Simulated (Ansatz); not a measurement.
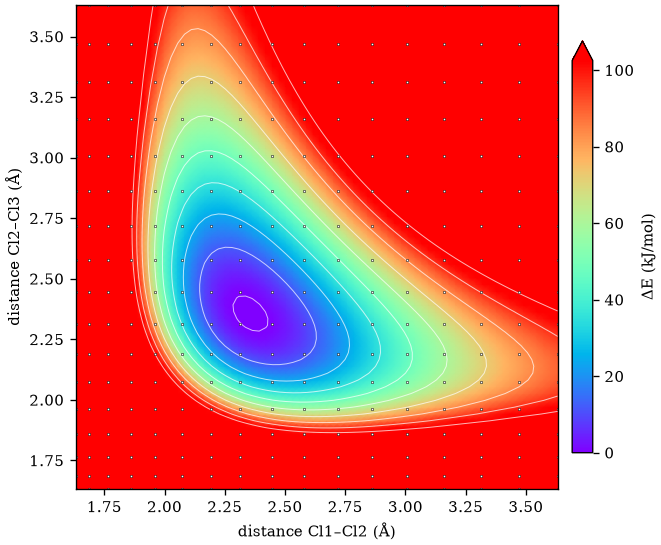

The system Cl⁻ + Cl₂. 
- First axis: distance Cl1–Cl2. Second axis: distance Cl2–Cl3.
- Nothing is relaxed (the angle Cl1–Cl2–Cl3 is fixed at 180 degrees).
- The grid has 17 × 17 points; 153 points were computed and 136 follow by symmetry.
- Points are written as (first, second).
- Energies are in kJ/mol, from the lowest grid point.
- The reference is spin-restricted, so regions where a bond is pulled apart into radicals lie too high.
- Theory: RKS PBE0-D4/def2-SVPD in Ansatz 0.2.0.

The picture shows a smooth colour map with a few white contour lines, dots at the grid points, one colour for all values above the top of the scale. Between grid points the surface is interpolated.

**Where is the minimum, and how stiff is the well along each coordinate?**

The interpolated minimum is at distance Cl1–Cl2 ≈ 2.354 Å, distance Cl2–Cl3 ≈ 2.354 Å. The curvatures there are about 6 eV/Å² and 6 eV/Å², with a cross term of about 2.5 eV/Å². Round the minimum the valley is somewhat tilted: raising distance Cl1–Cl2 shifts the best value of distance Cl2–Cl3 downwards (coupling k₁₂/√(k₁₁k₂₂) about 0.4). (1 eV is 96.5 kJ/mol.)
